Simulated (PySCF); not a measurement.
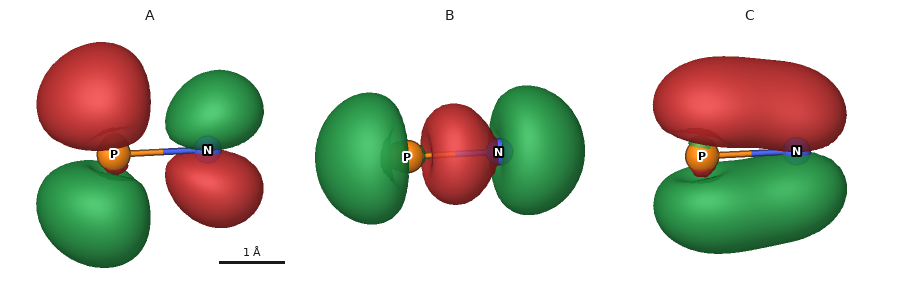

The picture shows: PN. Three frontier orbitals, each drawn at the value that holds 80 % of its norm (green and red are the two phases), in no order; of a degenerate pair one member is drawn.

The calculation used PBE0/6-31G(d,p), non-relativistic, at a bond length of 1.493 Å in PySCF 2.14.0.

> Label each orbital by symmetry, say whether it is occupied, and order them by energy.

Orbital C: π, occupied, −9.40 eV; bonding, with no node between the atoms.
Orbital B: σ, occupied, −9.16 eV; shared between the atoms (P 35 %, N 65 %).
Orbital A: π, empty, −2.08 eV; antibonding, with a node between the atoms.
